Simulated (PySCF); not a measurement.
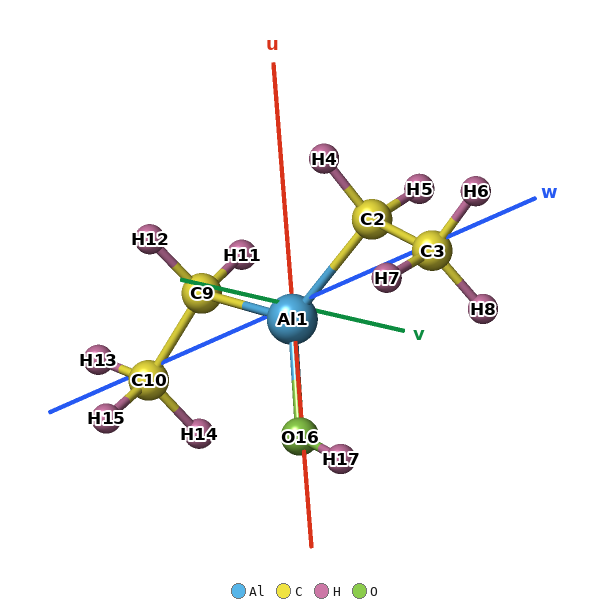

The lines u, v and w are the principal axes of the static dipole polarisability. Computed geometry: PBE0-D3(BJ)/def2-SVP optimisation. No frequency run is at hand to confirm it as a minimum. Level of theory: CAM-B3LYP/def2-SVPD (PySCF 2.14.0).

Along which axis is the molecule most polarisable, and along which least?

Answer. Most along w (close to the long direction C3···C10), least along v.

Give the three principal values.

Answer. u 75.7, v 65.7, w 94.7 bohr³; mean 78.7, anisotropy 25.5 bohr³.
